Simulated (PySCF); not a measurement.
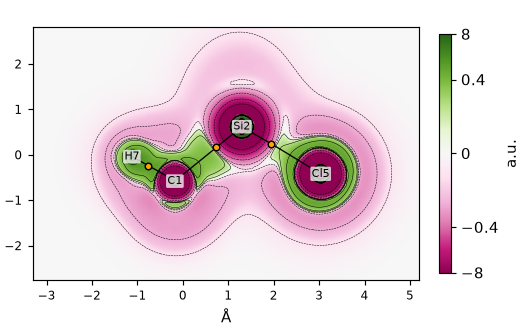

CH$_{3}$Cl$_{3}$Si, SMILES `C[Si](Cl)(Cl)Cl`. Negative Laplacian of the density (−∇²ρ) in the plane of C1, Si2, Cl5 and H7 (green positive, pink negative, colour scale in a.u., logarithmic beyond ±0.04), with bond paths and bond critical points (dots).

Method: B3LYP/def2-SVPD; geometry: GFN2-xTB; program: PySCF. No frequency check shows the geometry to be a minimum. GFN2-xTB bond lengths at metals and heavier atoms can be off by up to 0.1 Å and shapes distorted, which carries into these values.

The calculation's input:

```python
import numpy as np
from pyscf import gto, scf, dft
from pyscf.scf import atom_ks, atom_hf
from scipy.linalg import block_diag

def solve(mol, dm0=None, hcore=None):
    mf = (dft.UKS if mol.spin else dft.RKS)(mol, xc='b3lyp')
    mf.grids.level = 3
    mf = mf.density_fit(auxbasis='def2-universal-jkfit')
    mf.conv_tol, mf.max_cycle = 1e-8, 80
    if hcore is not None:
        mf.get_hcore = lambda *args: hcore
    mf.kernel(dm0)
    if not mf.converged:
        mf = mf.newton().run(mf.mo_coeff, mf.mo_occ, max_cycle=30)
    assert mf.converged, 'SCF not converged'
    return mf

mol = gto.M(atom='''
C     -0.00130     0.00002    -2.12999
Si     0.00004     0.00017    -0.23046
Cl     0.57182    -1.81234     0.46211
Cl     1.28385     1.40115     0.46200
Cl    -1.85513     0.41104     0.46283
H     -0.32087     0.96057    -2.52375
H      0.99134    -0.20293    -2.52414
H     -0.67238    -0.75758    -2.52370
''', basis='def2-svpd', charge=0, spin=0, verbose=4)
mf = solve(mol)
mf.analyze()
# spherically averaged free atoms, for the promolecule
atm = atom_ks.get_atm_nrks(mol, xc='b3lyp')
pro = block_diag(*[(atm[a[0]][2] * atm[a[0]][3]) @ atm[a[0]][2].T for a in mol._atom])
np.savez('result.npz', e=mf.e_tot, c=mf.mo_coeff, occ=mf.mo_occ, eps=mf.mo_energy, pro=pro, dip=mf.dip_moment(verbose=0), s2=mf.spin_square()[0])
```

Launched as:

```sh
OMP_NUM_THREADS=1 python input.py
```

The run took 16 s on 1 thread of Intel(R) Xeon(R) Platinum 8259CL CPU @ 2.50GHz (Skylake/Cascade Lake), on a shared host, peak memory 0.6 GiB.

Partitions, critical points and surface values were worked out afterwards from this run's density.

> Sort the bonds in the plane by the sign of ∇²ρ at their critical points.

Concentrated (∇²ρ < 0): C1–H7 (−0.99 a.u.). Depleted (∇²ρ > 0): C1–Si2 (+0.27 a.u., H = −0.066); Si2–Cl5 (+0.32 a.u., H = −0.044). A positive Laplacian with clearly negative H marks a strongly polar covalent bond, whose critical point lies close to the core of the less electronegative atom.

> Where along Si2–Cl5 does the critical point lie?

0.74 Å from Si2 and 1.28 Å from Cl5.
